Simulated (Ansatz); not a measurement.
# PH2 (SMILES [PH2]) at U-wB97X/cc-pVTZ

Aim: the vertical doublet–quartet gap of PH2 at U-wB97X/cc-pVTZ, from 2 runs. 

The calculation is run with Ansatz 0.2.0.

28 further runs of the same task are left out: 28 set aside as unsound or not needed.

## Step 1: Starting point

The species is PH2 (3 atoms), meant as a doublet with charge 0. SMILES: `[PH2]`. The shape is that of a PBE0-D4/def2-TZVP optimisation.

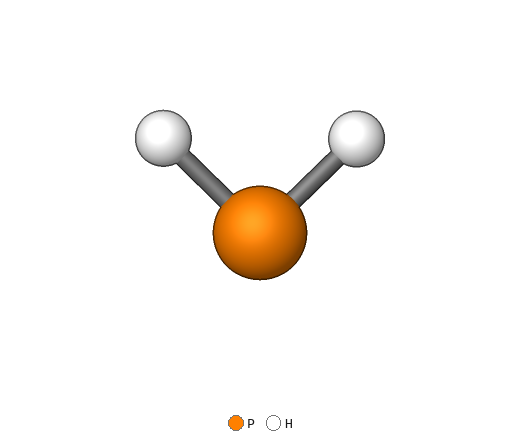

Viewed from a chosen angle; phosphorus orange, hydrogen white.

## Step 2: The energy at U-wB97X/cc-pVTZ

The input, molecule.yaml:

```yaml
crystal:
  periodic: [false, false, false]
  atoms:
    - symbol: P
      position_ang: [0.525730, -0.309370, 0.258210]
    - symbol: H
      position_ang: [0.114640, 1.051490, 0.176750]
    - symbol: H
      position_ang: [-0.640370, -0.742120, -0.434970]
basis:
  gaussian:
    orbitals: cc-pVTZ
magnetization:
  spin_polarized: true
  initial_magnetization: 1
hamiltonian:
  xc: {name: wB97X}
accuracy: high
output: {orbitals: {seedname: orbitals}}
```

Command:

```
$ ansatz run molecule.yaml --threads 1 --pin off --max-ram 3480MiB --events-out events.jsonl --progress --plain --runs-dir runs
```

The program printed:

```text
Warning: RAYON_NUM_THREADS=1 ignored (pool sized by the plan → 1); use --threads N
Functional definition: wB97X
  name "wB97X"
  parameter omega = 0.3/bohr
  parameter cx = 0.157706
  parameter cx1 = 0.726479
  parameter cx2 = 1.04760
  parameter cx3 = -5.70635
  parameter cx4 = 13.2794
  parameter css1 = -4.33879
  parameter css2 = 18.2308
  parameter css3 = -31.7430
  parameter css4 = 17.2901
  parameter cos1 = 2.37031
  parameter cos2 = -11.3995
  parameter cos3 = 6.58405
  parameter cos4 = -3.78132
  exchange = spin_sum(e_x_unif_sr(omega)*poly(b97_u_x, 1 - cx, cx1, cx2, cx3, cx4)) + cx*exact_x_sr(omega)
      + exact_x_lr(omega)
  correlation = spin_sum(e_c_pw_same_spin*poly(b97_u_same, 1, css1, css2, css3, css4))
      + integral(e_c_pw_opposite_spin*poly(b97_u_opposite, 1, cos1, cos2, cos3, cos4))
954 factors; integrals over basis functions are off by at most 3.7e-9 eV
201 factors; integrals over basis functions are off by at most 2.3e-9 eV
mean field evaluation 1: about -9319.9827 eV, gradient 4.0e0 eV
mean field evaluation 2: about -9320.1270 eV, gradient 1.3e0 eV
mean field evaluation 4: about -9320.1578 eV, gradient 5.1e-1 eV
mean field evaluation 8: about -9320.1601 eV, gradient 7.6e-3 eV
mean field evaluation 16: about -9320.1601 eV, gradient 1.0e-5 eV
mean field -9320.16010935 eV, -342.5095665871 hartree, gradient 4.3e-8 eV, S^2 0.755463; 0 other end points of the search recorded, 0 dependent functions left out
reference -9320.16010758 eV, -342.5095665222 hartree; 9, 8 occupied and 53, 54 virtual orbitals, 954 factors
Total energy: -9320.16010758 eV, -342.5095665222 hartree
```

It took 12 s on 1 thread of Arm Neoverse V1, shared host; peak memory 0.29 GiB.

## Step 3: The quartet, same level

The input, in.yaml:

```yaml
crystal:
  periodic: [false, false, false]
  atoms:
    - {symbol: P, position_ang: [0.525730, -0.309370, 0.258210]}
    - {symbol: H, position_ang: [0.114640, 1.051490, 0.176750]}
    - {symbol: H, position_ang: [-0.640370, -0.742120, -0.434970]}
basis:
  gaussian:
    orbitals: cc-pVTZ
magnetization:
  spin_polarized: true
  initial_magnetization: 3
hamiltonian:
  xc: {name: wB97X}
accuracy: high
output:
  orbitals: {seedname: orbitals}
```

Command:

```
$ ansatz run in.yaml --threads 1 --pin off --max-ram 3480MiB --events-out events.jsonl --progress --plain --runs-dir runs
```

The program printed, shortened:

```text
Warning: RAYON_NUM_THREADS=1 ignored (pool sized by the plan → 1); use --threads N
[... 2 set-up lines as earlier in the session ...]
[...]
      + exact_x_lr(omega)
[...]
      + integral(e_c_pw_opposite_spin*poly(b97_u_opposite, 1, cos1, cos2, cos3, cos4))
954 factors; integrals over basis functions are off by at most 3.7e-9 eV
201 factors; integrals over basis functions are off by at most 2.3e-9 eV
[...]
mean field -9313.75969727 eV, -342.2743557815 hartree, gradient 5.6e-8 eV, S^2 3.753683; 1 other end points of the search recorded, 0 dependent functions left out
reference -9313.75969678 eV, -342.2743557637 hartree; 10, 7 occupied and 52, 55 virtual orbitals, 954 factors
Total energy: -9313.75969678 eV, -342.2743557637 hartree
```

It took 13 s on 1 thread of Arm Neoverse V1, shared host; peak memory 0.29 GiB.

## Step 4: Results

Level: U-wB97X/cc-pVTZ.

```
                                        quantity          value
                           doublet: total energy  -342.50957 Eh
     doublet: HOMO energy (highest over α and β)       -9.48 eV
      doublet: LUMO energy (lowest over α and β)       -1.22 eV
                                   doublet: ⟨S²⟩          0.755
                           quartet: total energy  -342.27436 Eh
     quartet: HOMO energy (highest over α and β)       -4.38 eV
      quartet: LUMO energy (lowest over α and β)       -3.90 eV
                                   quartet: ⟨S²⟩          3.754
vertical energy of the quartet above the doublet       6.400 eV
```

**Reading.** At this shape the quartet lies 6.40 eV (618 kJ/mol) above the doublet.
